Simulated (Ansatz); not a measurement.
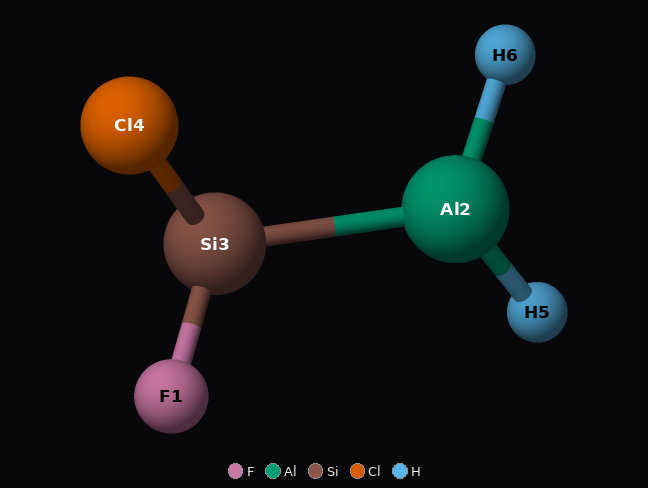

Atoms carry their numbers in the input. State: charge −1, singlet. The computed structure is the end point of a PBE0-D4/def2-TZVPD optimisation. No frequency run is at hand to confirm it as a minimum.

Q: What is the geometry at Si3?

A: Si3 has 3 neighbours (F1 at 1.65, Al2 at 2.42, Cl4 at 2.16 Å); the arrangement is trigonal pyramidal.
